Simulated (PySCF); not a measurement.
# C5H15OPSi (SMILES CCC(C)(C)O[SiH2]P): what the fields show

The calculation's input:

```
{"job": {"kind": "nmr", "xc": "PBE0", "basis": "pcSseg-1"}, "charge": 0, "multiplicity": 1}
C     -1.899915     0.552854     1.691721
C     -1.463892     1.073515     0.326941
C     -0.485592     0.133252    -0.402349
C     -1.089427    -1.252175    -0.625011
C     -0.089300     0.748108    -1.745271
O      0.654366     0.029335     0.423134
Si     2.042800    -0.763496     0.284762
P      2.940999    -0.301923     2.274285
H     -2.442834     1.327182     2.228444
H     -1.027925     0.274326     2.277857
H     -2.549396    -0.313175     1.593443
H     -0.957439     2.031804     0.459952
H     -2.336141     1.237321    -0.308252
H     -2.056551    -1.168466    -1.113017
H     -0.426048    -1.844606    -1.250420
H     -1.210552    -1.762548     0.325711
H     -0.968229     0.902617    -2.364798
H      0.599251     0.087204    -2.265460
H      0.402987     1.703766    -1.584137
H      2.845616    -0.313385    -0.863093
H      1.888360    -2.218264     0.148645
H      3.532501     0.886742     1.889497
H      4.091610    -1.023001     2.020530
```

Command:

```sh
OMP_NUM_THREADS=1 python probes_run.py task.json out
```

Geometry: GFN2-xTB.

Level of theory: PySCF, PBE0/pcSseg-1, SCF density, gas phase, non-relativistic.

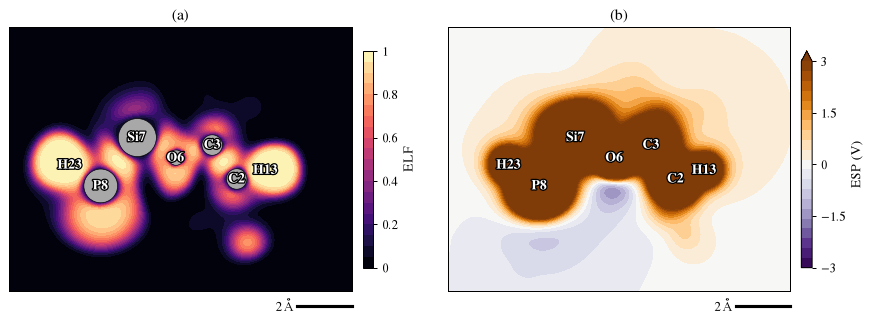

Figure 1. (a) electron localisation function; (b) electrostatic potential on the plane of atoms Si7, P8 and H23. Grey discs cover the atomic cores in the ELF map.

### What does the map show?

- Atoms in the plane: C, O, Si, P and H.
- C–O (1.41 Å): the ELF peaks at about 0.90 between the atoms; a shared but strongly polarised pair.
- C–C (1.54 Å): the ELF peaks at about 0.95 between the atoms, as expected for a shared electron pair.
- Si–O (1.60 Å): the ELF peaks at about 0.85 between the atoms; a short, strongly polar bond.
- Si–P (2.23 Å): the ELF peaks at about 0.95 between the atoms (a shared electron pair).
- C–H (1.09 Å): the ELF climbs to about 1 towards the hydrogen, as it does in any bond to H; an ordinary covalent bond to hydrogen.
- The ELF also peaks beside P8 and O6, away from the bonds: lone-pair regions.
- Outside the dense part of the molecule the potential is most negative (−1.5 V) near O6.

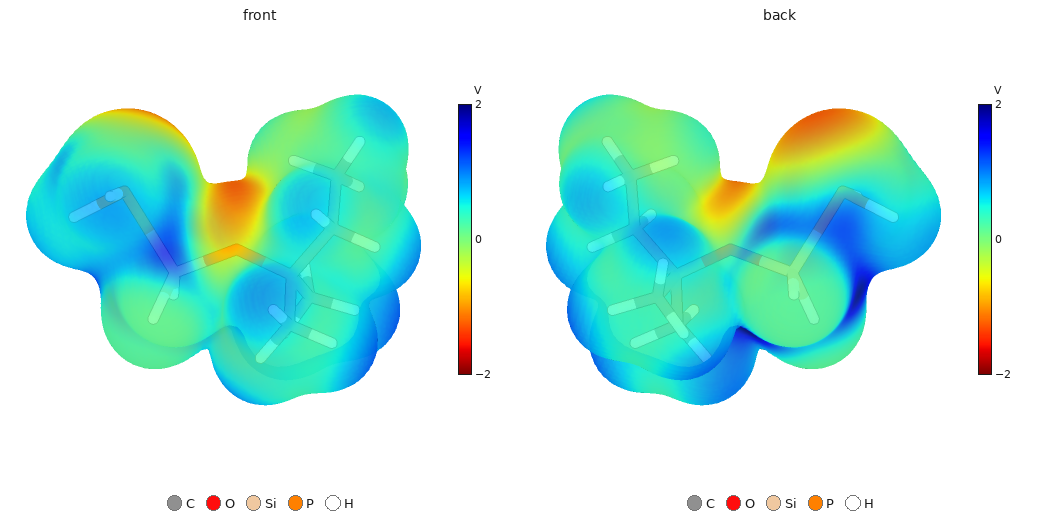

Figure 2. The electrostatic potential painted on the density surface at 0.004 e/bohr³, seen from the front and from behind; the colour scale runs from red (negative) to blue (positive).

### Which sites attract a positive test charge, and which a negative one?

A positive charge is drawn to the negative regions and a negative charge to the positive ones. The most negative region (about −1.2 V) lies over O6 and P8, the most positive (about +1.8 V) over Si7.

### What dipole moment does the calculation give?

Its dipole moment is 1.97 D.
